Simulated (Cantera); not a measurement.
Input: 1 mol Fe2O3, 15 mol HCl, 26 mol N2, held at 0.660 bar.

These are equilibrium values from Cantera (NASA tables, ideal gas, pure condensed phases), not measurements of a reactor. Candidate condensed phases: Fe, FeCl2, FeCl3, FeO, Fe(OH)2, Fe(OH)3, Fe2O3, Fe3O4, H2O, NH4Cl; 37 gas species. Condensed phases not in the tables: FeOCl. Rates play no part.

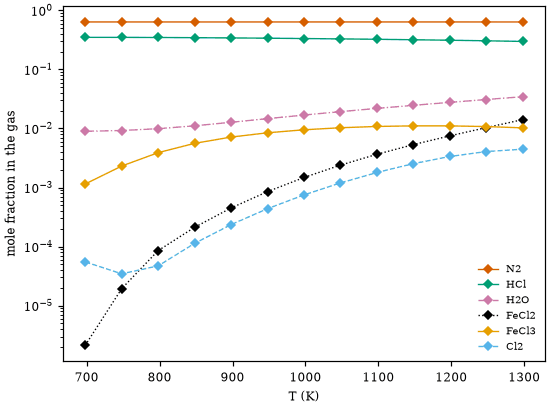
*Equilibrium gas composition (values under 1e-9 drawn at 1e-9)*

From 698 K to 748 K the condensed part is FeCl2(s) + Fe2O3(s). From 798 K to 1298 K the condensed part is Fe2O3(s). The main Fe-bearing gas is Fe2Cl6 at 698 K and FeCl2 at 1298 K. The share of Fe in condensed phases is highest at 698 K (88.0 %) and lowest at 1298 K (50.1 %).
